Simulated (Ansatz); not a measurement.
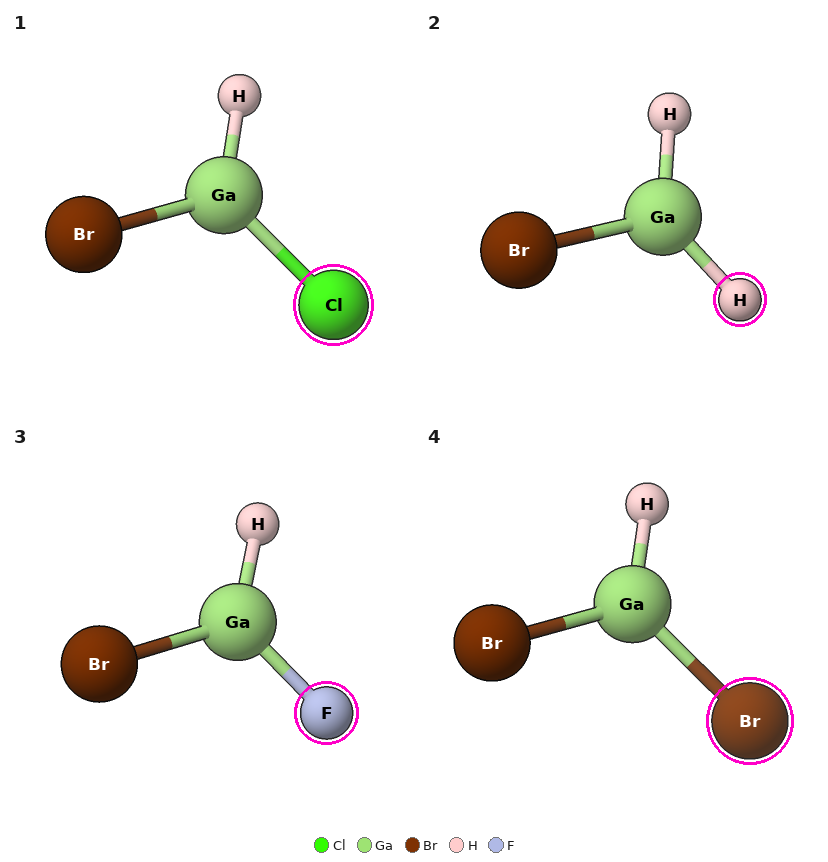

4 molecules with one skeleton, seen from the same side and at one scale; the atom that differs is circled. Charge 0, singlet. Computed geometries: PBE0-D4/def2-TZVP optimisations, one conformation each. Properties computed with Ansatz 0.2.0.

One atom differs, called X below: Cl in panel 1, H in panel 2, F in panel 3, Br in panel 4. Their formulas are BrClGaH (`[Cl][GaH][Br]`), BrGaH2 (`[GaH2][Br]`), BrFGaH (`[F][GaH][Br]`), Br2GaH (`[Br][GaH][Br]`).

> Rank them by the length of X–Ga, lowest first (PBE0-D4/def2-TZVP).

2 (H), 3 (F), 1 (Cl), 4 (Br).

> Rank them by the HOMO energy (Kohn–Sham orbital), lowest first (PBE-D4/def2-TZVPP).

3 (F), 1 (Cl), 4 (Br), 2 (H).

Give the values. With PBE0-D4/def2-TZVP: length of X–Ga (Å), angle X–Ga–H (°), harmonic zero-point energy (kJ/mol). With PBE-D4/def2-TZVPP: dipole moment (D), HOMO energy (Kohn–Sham orbital) (eV), HOMO–LUMO gap (eV).

| quantity | 1 (Cl) | 2 (H) | 3 (F) | 4 (Br) |
| --- | --- | --- | --- | --- |
| length of X–Ga (Å) | 2.130 | 1.557 | 1.745 | 2.274 |
| angle X–Ga–H (°) | 121.7 | 129.2 | 120.1 | 122.0 |
| dipole moment (D) | 1.45 | 1.68 | 1.87 | 1.31 |
| HOMO energy (Kohn–Sham orbital) (eV) | −7.35 | −6.82 | −7.47 | −7.24 |
| HOMO–LUMO gap (eV) | 4.78 | 4.13 | 5.07 | 4.61 |
| harmonic zero-point energy (kJ/mol) | 23.6 | 36.8 | 25.5 | 22.6 |
